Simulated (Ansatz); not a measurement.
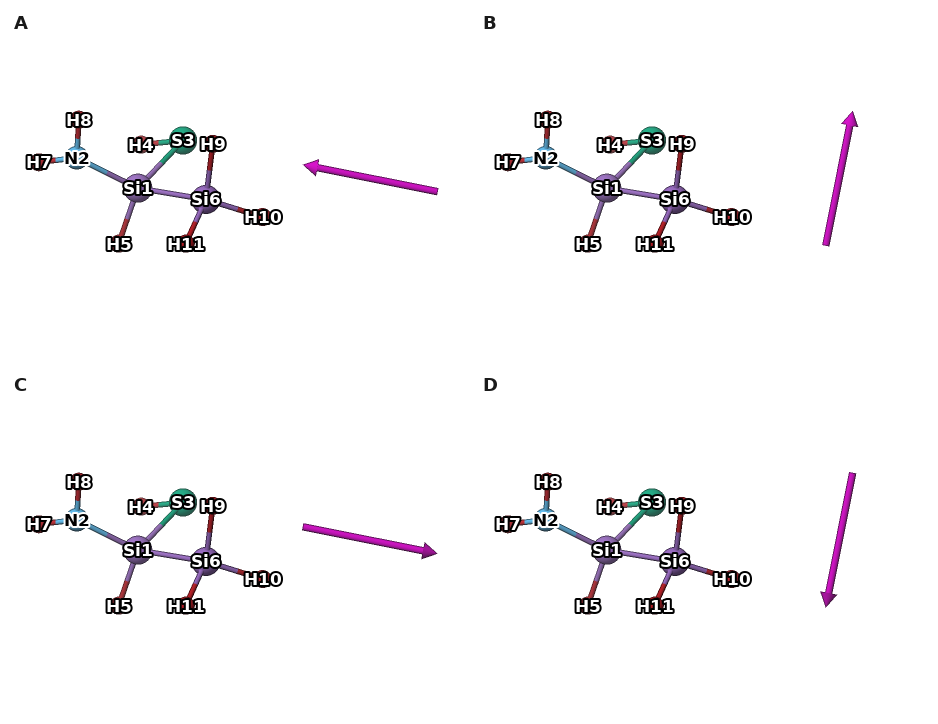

The same molecule four times, each with an arrow. Computed geometry: PBE0-D4/def2-TZVP optimisation. Level of theory: RKS PBE0-D4/def2-TZVP (Ansatz 0.2.0).

**Which arrow points along the dipole moment, from the negative to the positive end?**

A. The dipole moment is 2.11 D; it points from the side of H10 to the side of H7 (the outermost atoms at the two ends).
